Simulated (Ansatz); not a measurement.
**Relaxing a frame of liquid aqueous KCl from 333 K (171 atoms)**

Wanted: the relaxed structure of a frame of liquid aqueous KCl from 333 K (171 atoms) and its electronic structure.

Calculated with Ansatz 0.2.0; Kohn-Sham DFT, PBEsol, PAW (set soft_2), plane waves.

## Step 1: The starting structure

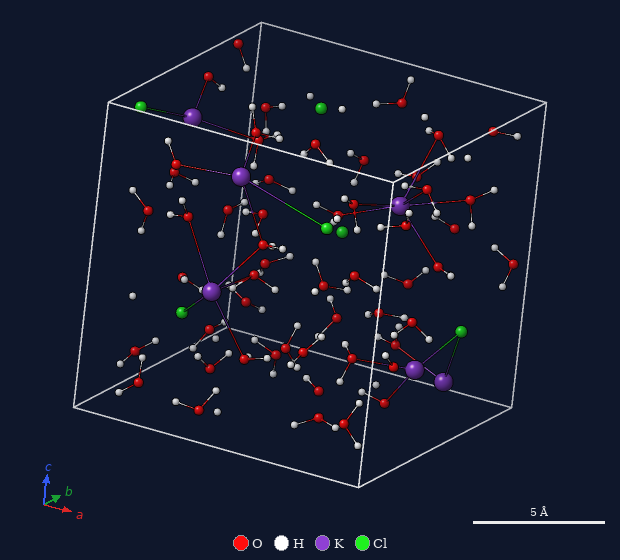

The starting structure, seen from a free direction (oxygen red, hydrogen white, potassium purple, chlorine green). Bonds to atoms that aren't drawn are left out. Some periodic images of atoms are drawn too.

The cell holds 171 atoms: 53 O, 106 H, 6 K and 6 Cl. Its edges and angles: a = 12.480 Å, b = 12.480 Å, c = 12.480 Å, α = 90.0°, β = 90.0°, γ = 90.0°. 53 H2O, 6 K+, 6 Cl- placed at random, at 1.2 g/cm³; overlaps pushed apart, then 10 ps at 433 K with Joung-Cheatham ions (J. Phys. Chem. B 112, 9020 (2008)); SPC/E water (Berendsen, Grigera and Straatsma, J. Phys. Chem. 91, 6269 (1987)). Snapshot after 20 ps at 333 K and fixed volume. The starting density is a measured one.

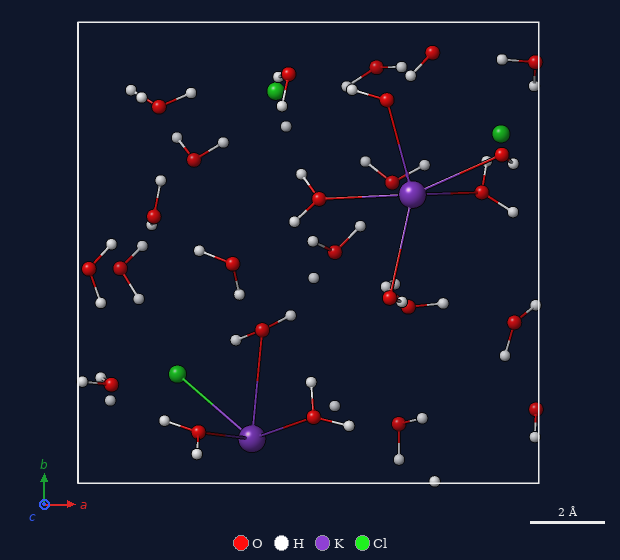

A slice 6 Å thick through the middle of the cell. Bonds to atoms that aren't drawn are left out.

Limits known from the start: The network of contacts between molecules at the start is that of the classical potential that made the cell. The functional has no dispersion term, which matters for the binding between molecules or layers. Only the Γ point is sampled, in a cell whose shortest periodic width is 12 Å.

## Step 2: Single point at the start

The forces at the start show how far the geometry lies from a minimum of this functional.

Contents of input.yaml:

```yaml
crystal:
  lattice:
    - [12.48006, 0.0, 0.0]
    - [0.0, 12.48006, 0.0]
    - [0.0, 0.0, 12.48006]
  atoms:
    - { symbol: O, position: [0.94714, 0.23045, 0.78445] }
    - { symbol: H, position: [0.97473, 0.18509, 0.84446] }
    - { symbol: H, position: [0.87291, 0.20714, 0.7653] }
    - { symbol: O, position: [0.33558, 0.47612, 0.59722] }
    - { symbol: H, position: [0.26323, 0.50457, 0.57784] }
    - { symbol: H, position: [0.35024, 0.4095, 0.55518] }
    - { symbol: O, position: [0.6702, 0.83154, 0.71399] }
    - { symbol: H, position: [0.59469, 0.85379, 0.69903] }
    - { symbol: H, position: [0.70679, 0.88843, 0.75695] }
    - { symbol: O, position: [0.62016, 0.91961, 0.12606] }
    - { symbol: H, position: [0.63868, 0.89108, 0.19861] }
    - { symbol: H, position: [0.54451, 0.94601, 0.12625] }
    - { symbol: O, position: [0.70582, 0.26897, 0.08081] }
    - { symbol: H, position: [0.78042, 0.24021, 0.07551] }
    - { symbol: H, position: [0.6537, 0.21226, 0.05873] }
    - { symbol: O, position: [0.19562, 0.03157, 0.12451] }
    - { symbol: H, position: [0.13241, 0.03296, 0.07529] }
    - { symbol: H, position: [0.17876, 0.0733, 0.19081] }
    - { symbol: O, position: [0.16472, 0.57877, 0.5389] }
    - { symbol: H, position: [0.17958, 0.65706, 0.54724] }
    - { symbol: H, position: [0.15983, 0.56065, 0.461] }
    - { symbol: O, position: [0.99372, 0.16028, 0.3512] }
    - { symbol: H, position: [0.99132, 0.10031, 0.40428] }
    - { symbol: H, position: [0.07001, 0.17971, 0.33628] }
    - { symbol: O, position: [0.28303, 0.49456, 0.82009] }
    - { symbol: H, position: [0.28919, 0.46916, 0.74434] }
    - { symbol: H, position: [0.30722, 0.5708, 0.82475] }
    - { symbol: O, position: [0.24412, 0.02192, 0.85494] }
    - { symbol: H, position: [0.194, 0.04955, 0.91102] }
    - { symbol: H, position: [0.21815, 0.95085, 0.82858] }
    - { symbol: O, position: [0.68173, 0.65252, 0.3171] }
    - { symbol: H, position: [0.75204, 0.69038, 0.31053] }
    [... 133 atom lines left out ...]
    - { symbol: Cl, position: [0.04953, 0.12863, 0.9638] }
    - { symbol: Cl, position: [0.216, 0.23678, 0.30543] }
    - { symbol: Cl, position: [0.35884, 0.75, 0.87782] }
    - { symbol: Cl, position: [0.73099, 0.12483, 0.74595] }
    - { symbol: Cl, position: [0.42933, 0.85058, 0.46422] }
    - { symbol: Cl, position: [0.91782, 0.75798, 0.29075] }
kpoints:
  mp_grid: { grid: [1, 1, 1] }
hamiltonian:
  xc: pbesol
scf:
  occupations: { method: fermi_dirac, width: 0.025 }
output:
  forces: true
  stress: true
  populations: true
  dos:
    method: { smearing: { sigma: 0.08 } }
    de: 0.1
    projected: { site_lists: { Cl: [Cl], H: [H], K: [K], O: [O] } }
  eigenvalues: true
```

The run is started by

```sh
$ ansatz run input.yaml --threads 4 --pin off --max-ram 8192MiB --backend cpu --events-out ev --progress --plain --runs-dir out
```

Numbers of over 12 decimals in the logs are rounded to 6 here.

Log:

```text
Engine: ansatz 0.2.0, x86_64-unknown-linux-gnu
Pseudopotentials: kind: paw
Pseudopotential: O, paw, valence charge 6, recommended cutoff 420 eV (normal), O.paw.azcp
Pseudopotential: H, paw, valence charge 1, recommended cutoff 420 eV (normal), H.paw.azcp
Pseudopotential: K, paw, valence charge 9, recommended cutoff 420 eV (normal), K.paw.azcp
Pseudopotential: Cl, paw, valence charge 7, recommended cutoff 420 eV (normal), Cl.paw.azcp
[... 3 lines on functional and potentials left out ...]
Crystal: 171 atoms, lattice volume = 1943.793 Å³
Basis set: ecut = 420 eV, 37993 PW (Γ), exchange–correlation on 180×180×180 points (8 copies of the dense FFT grid, shifted against one another)
Bands: 431, of which v1, the nominal top of the filled ones, is band 260 counted from 1 (259 counted from 0)
Symmetry: 1 space group operations
Space group: P1 (ITA 1), of the structure as read, at distance tolerance 1.2e-4 Å
k-points: 1
[... 12 lines on functional and potentials left out ...]
Initial density: superposition of atomic densities (neutral atoms: chi_scale 0, normalization atom), corrected by the library's trained network
Initial wavefunctions: pseudopotential atomic-orbital guess
Functional: x = pbesol(κ = 0.804, μ = 0.123457), c = pbesol(β = 0.046)
SCF iter   1: F=—  HF=-46889.496810 eV  |F-HF|=—  |Δ(HF+E_count)|=         —  Δρ=5.69e-3  dr2=5.04e-1  ethr=1.77e-3  ⟨swp⟩=6.0  Hψ=2005  notcnv=0  defer=105
preconditioner: auto → Resta (q_TF=auto, 2.190 Å⁻¹)  ε∞=2.3  [insulator: Δε(μ)=3.894 eV  Ē_g=16.749 eV  σ=0.025 eV  W_gap=1.00  n_scr=340 (ndim 8)  ℏωp=19.0 eV  f_vac=0.233  D(μ)=0.00/eV (n_scr^D=0)  ε∞_Penn≈2.3]
SCF iter   2: F=—  HF=-46889.337825 eV  |F-HF|=—  |Δ(HF+E_count)|=   1.59e-1  Δρ=2.14e-3  dr2=6.96e-2  ethr=9.70e-5  ⟨swp⟩=2.0  Hψ=677  notcnv=0  defer=165
SCF iter   3: F=—  HF=-46889.321492 eV  |F-HF|=—  |Δ(HF+E_count)|=   1.63e-2  Δρ=9.32e-4  dr2=1.83e-2  ethr=1.34e-5  ⟨swp⟩=2.0  Hψ=517  notcnv=0  defer=165
SCF iter   4: F=—  HF=-46889.320565 eV  |F-HF|=—  |Δ(HF+E_count)|=   9.27e-4  Δρ=2.28e-4  dr2=1.19e-3  ethr=3.52e-6  ⟨swp⟩=2.0  Hψ=447  notcnv=0  defer=165
SCF iter   5: F=—  HF=-46889.320894 eV  |F-HF|=—  |Δ(HF+E_count)|=   3.29e-4  Δρ=1.25e-4  dr2=2.59e-4  ethr=2.29e-7  ⟨swp⟩=2.0  Hψ=515  notcnv=0  defer=165
SCF iter   6: F=—  HF=-46889.320971 eV  |F-HF|=—  |Δ(HF+E_count)|=   7.67e-5  Δρ=5.38e-5  dr2=5.00e-5  ethr=4.99e-8  ⟨swp⟩=2.0  Hψ=520  notcnv=0  defer=165
SCF iter   7: F=—  HF=-46889.324446 eV  |F-HF|=—  |Δ(HF+E_count)|=   3.48e-3  Δρ=1.12e-5  dr2=2.16e-6  ethr=9.61e-9  ⟨swp⟩=2.0  Hψ=649  notcnv=0  defer=165
SCF iter   8: F=—  HF=-46889.324450 eV  |F-HF|=—  |Δ(HF+E_count)|=   3.80e-6  Δρ=6.62e-6  dr2=6.73e-7  ethr=4.16e-10  ⟨swp⟩=2.0  Hψ=520  notcnv=0  defer=165
SCF iter   9: F=-46889.324450 eV  HF=-46889.324450 eV  |F-HF|=2.23e-8  |Δ(HF+E_count)|=   1.73e-7  Δρ=2.03e-6  dr2=7.69e-8  ethr=1.92e-11  ⟨swp⟩=15.0  Hψ=3014  notcnv=0
SCF 1 converged in 9 iterations: F = -46889.324450 eV  dr2 = 7.69e-8
  greatest PAW one-centre occupation: 0.987 electrons in one spin orbital (limit 2), on the K atom at site 159 (counted from 0), in its partial waves of l = 0
SCF converged after 9 iterations
Free energy (F): -46889.324450 eV
Harris-Foulkes:  -46889.324450 eV  (|F-HF|=2.23e-8)
Internal energy: -46889.324450 eV  (E = F + TS)
E sigma→0 (E₀):  -46889.324450 eV
Fermi energy:    0.590448 eV
--- Per-component energies (eV) ---
  E_band       = -4820.055806
  E_kinetic    = 13141.505328
  E_local      = -38605.569273  (includes V_loc(G=0)·N_el)
  E_nonlocal   = 2995.717359
  E_hartree    = 13794.882394
  E_xc         = -6167.600990
  E_vxc        = -7791.055397  (∫ρ·V_xc dr)
  E_paw        = -16576.315795  (= ΣΔE_a)
  E_vpaw       = -2150.443983  (= ΣTr[D̂ρ^β])
  E_aug_tail   = 0.012291  (compensation charges beyond the density's cutoff)
  E_ewald      = -15474.943927
  E_core_change = 2.988163  (= ΣΔE_core)
  E_smearing   = -0.000000  (= −TS)
  E_closure    = 0.000000  (closes the sum)
  Σ components = -46889.324450   (vs F -46889.324450, Δ=0.00e0)
--- Forces (eV/Å), atoms counted from 1 ---
  atom   1  O     -0.08194035     0.51689091    -0.58389295
  atom   2  H     -0.43894066    -0.07420719    -0.39915648
  atom   3  H      0.26201641    -0.19402963     0.40655336
  atom   4  O      0.20928574    -0.44024610     0.66890071
  atom   5  H      0.39835484     0.12345901    -0.21850365
  atom   6  H     -0.05920866     0.47991092    -0.07326526
  atom   7  O      0.74829796     0.39431652    -0.34689823
  atom   8  H     -0.06489356     0.38206663     0.51325710
  atom   9  H     -0.80032381    -0.64304877    -0.47256746
  atom  10  O     -0.04118708     0.09343852    -0.10117671
  atom  11  H     -0.58014250     0.39522227    -0.22431568
  atom  12  H      0.38442300    -0.33984379     0.14745820
  atom  13  O      0.34688197    -0.73628337    -0.80338417
  atom  14  H     -1.31931000    -0.18181915    -0.04088078
[...]
atom 170  Cl    -0.25656073    -0.24681587    -0.30952348
  atom 171  Cl     0.21253845     0.18325632     0.20473838
  max |Σ_I F_I| component: 6.03e-5 eV/Å
--- Stress (GPa, compression-positive) ---
       -2.415215      -0.136387      -0.111762
       -0.136387      -2.229176      -0.195775
       -0.111762      -0.195775      -2.002365
  P = ⅓ Tr σ = -2.2156 GPa (-22.156 kbar)
--- Band table (eV) ---
  k-point 0: bands = ["-29.2447", "-29.0995", "-28.8136", "-28.5428", [... 415 levels ...], "10.4621", "10.4981", "10.5162", "10.5926", "10.6089", "10.6370", "10.6666", "10.7122", "10.7267", "10.7667", "10.8000", "10.8049"]
--- Löwdin populations: 171 sites ---
  site symbol       q [e]
     0      O      6.7293
     1      H      0.6565
     2      H      0.6389
[...]
170     Cl      7.6258
  spilling = 0.009505 (of n_electrons = 520.000000)
```

Run time: 23 s. Hardware: 4 threads of Intel Xeon Platinum 8375C at 2.90GHz (Ice Lake), shared host; peak memory 2.7 GiB.

In the SCF lines HF is the Harris–Foulkes energy and dr2 the Hartree energy of the density residual, in eV; the loop may stop once dr2 is under the threshold and the program's other checks hold. Hψ counts applications of the Hamiltonian.

Read from the output:

* free energy: -46889.3244 eV
* free energy per atom: -274.2066 eV/atom
* SCF cycles: 9
* pressure: -2.216 GPa
* r.m.s. force component: 0.4687 eV/Å
* longest force: 1.517 eV/Å
* Fermi energy: 0.5904 eV
* gap (highest filled to lowest empty level): 3.749 eV
* spilling of the projection: 0.009505

The r.m.s. force component of 0.47 eV/Å and the pressure of -2.2 GPa set the starting point.

Length of the force by element:

```
element  coordination  atoms  mean length of the force (eV/Å)  spread  least   most
     Cl           all      6                            0.417   0.145  0.194  0.610
      H           all    106                            0.850   0.274  0.255   1.52
      K           all      6                            0.279   0.160  0.118  0.593
      O           all     53                            0.650   0.272  0.144   1.27
```

[end of part 1 of 3]

[Logs are printed without paths, hosts, clocks, repeated set-up lines and the standing remarks that a program may print on its own settings, such as how far it seeks lower states.]

[Hosts, paths, dates, database ids (printed as entryN), source tags and the programs' standing remarks are cut or masked in the printed files.]
